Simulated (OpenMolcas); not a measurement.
**C3H12AlN (SMILES C[N+](C)(C)[AlH3-]): methods side by side**

The species is C3H12AlN (17 atoms), meant as a singlet with charge 0. As SMILES, `C[N+](C)(C)[AlH3-]`. The coordinates come from a PBE0-D4/def2-TZVP relaxation.

Each level gives the HOMO–LUMO gap (eV). The values are calculated.

```json
{"level": "HF/6-31G* (spherical functions)", "kind": "Hartree–Fock", "program": "OpenMolcas", "value (eV)": "14.08", "CPU time": "10 s"}
{"level": "revPBE/6-31G* (spherical functions)", "kind": "GGA", "program": "OpenMolcas", "value (eV)": "6.13", "CPU time": "66 s"}
{"level": "M06-L/6-31G* (spherical functions)", "kind": "meta-GGA", "program": "OpenMolcas", "value (eV)": "6.94", "CPU time": "82 s"}
{"level": "TPSS/6-31G* (spherical functions)", "kind": "meta-GGA", "program": "OpenMolcas", "value (eV)": "6.54", "CPU time": "85 s"}
{"level": "M06-2X/6-31G* (spherical functions)", "kind": "hybrid meta-GGA", "program": "OpenMolcas", "value (eV)": "9.81", "CPU time": "82 s"}
{"level": "PBE0/6-31G* (spherical functions)", "kind": "global hybrid", "program": "OpenMolcas", "value (eV)": "8.10", "CPU time": "67 s"}
{"level": "B3LYP/6-31G* (Cartesian functions)", "kind": "global hybrid", "program": "OpenMolcas", "value (eV)": "7.72", "CPU time": "71 s"}
{"level": "B2PLYP/6-31G* (spherical functions)", "kind": "double hybrid", "program": "OpenMolcas", "value (eV)": "10.38", "CPU time": "33 s"}
```

The values span 6.13 to 14.08 eV. Orbital gaps aren't excitation energies, and those of double hybrids come from the SCF part alone; they tend to grow with the share of exact exchange. CPU times are rough (shared hosts, several kinds of processor): they show what a rung costs within a factor of a few.

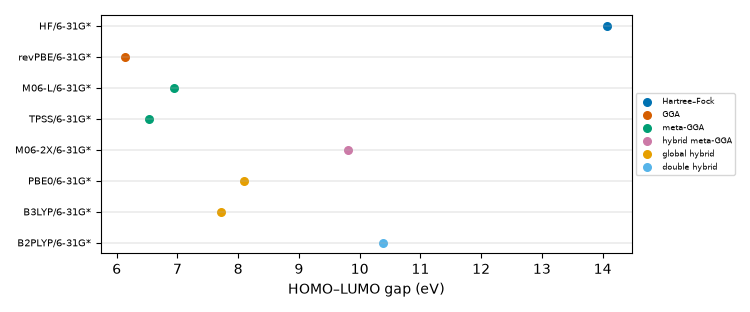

The values of the table, level by level.
